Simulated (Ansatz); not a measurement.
**H₄Si₃ (SMILES [SiH-]=[Si][SiH3]) (charge −1, doublet): density, localisation and related maps**

```xyz
7

Si   -2.2975   -3.7043   -0.5461
Si   -0.5809   -4.3969   -1.7172
Si   -0.0826   -2.5388   -3.1007
H    -2.7759   -4.8023    0.4176
H    -0.9173   -1.2941   -2.9494
H     1.3389   -2.0395   -2.9565
H    -0.1576   -2.8467   -4.5806
```

Geometry: B3LYP-D3(BJ)/def2-SVPD.

Theory: isolated molecule in a Gaussian basis; Kohn-Sham density functional theory, functional PBE0 (Ansatz 0.2.0).

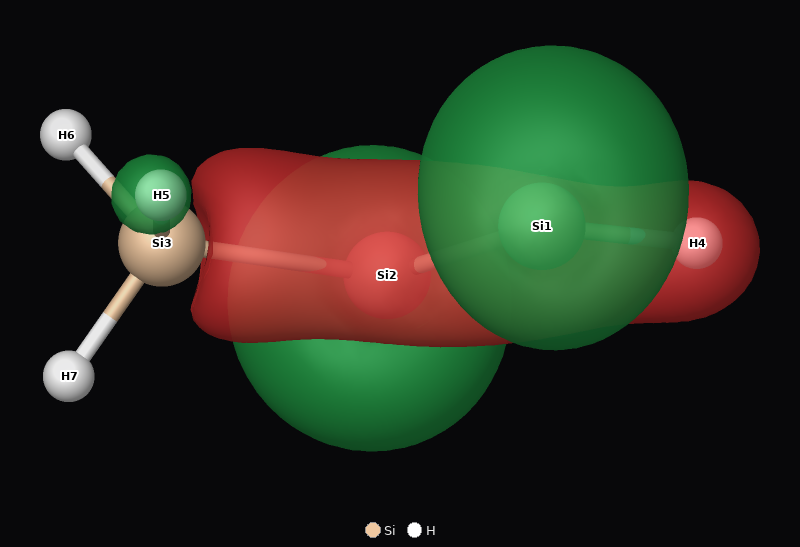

Figure 1. The HOMO−1 (α) at ±0.1 Å⁻³ᐟ² (green and red are the two phases), seen from one side.

Question: Where does this orbital lie, and at what energy?

Answer: Its weight (Hirshfeld) is mainly on Si2 (about 45 %), Si1 (about 40 %) and Si3 (about 10 %). Its energy is −0.97 eV.

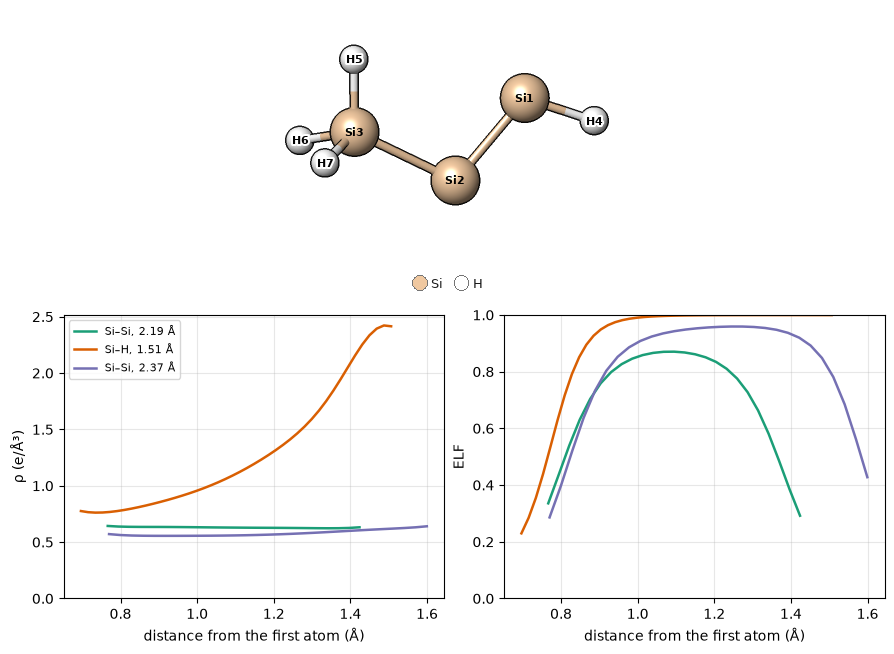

Figure 2. Electron density and electron localisation function along straight lines between neighbouring atoms. The curves leave out the atomic cores. The structure is drawn too.

Question: What can be read from the curves?

Answer: Si–Si (2.19 Å): ρ is about 0.63 e/Å³ halfway; the ELF peaks at about 0.85 between the atoms (a covalent bond).
Si–H (1.51 Å): ρ at the midpoint is about 0.76 e/Å³; the ELF climbs to about 1 towards the hydrogen, as it does in any bond to H.
Si–Si (2.37 Å): the density is about 0.57 e/Å³ at the midpoint; the ELF peaks at about 0.95 between the atoms (a covalent bond).

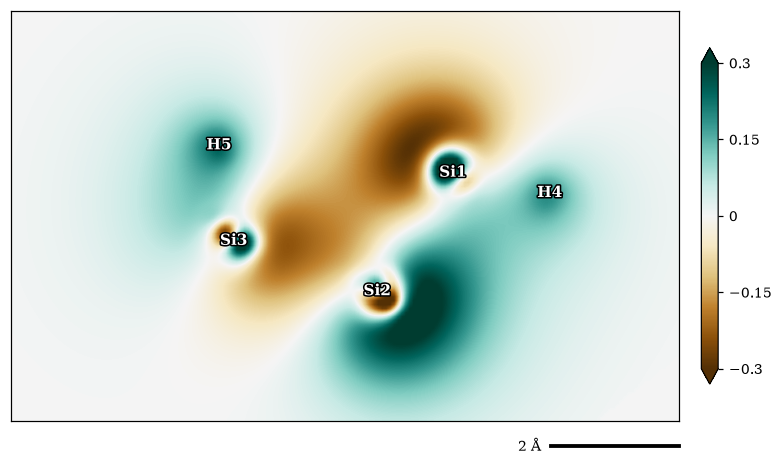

Figure 3. The HOMO−1 (β) on the plane of atoms Si2, Si1 and H4 (values in Å⁻³ᐟ²; the overall sign is arbitrary).

Question: Where does this orbital lie, and at what energy?

Answer: By Hirshfeld shares it lies mainly on Si2 (about 45 %), Si1 (about 35 %) and Si3 (about 10 %). Its energy is −2.04 eV.
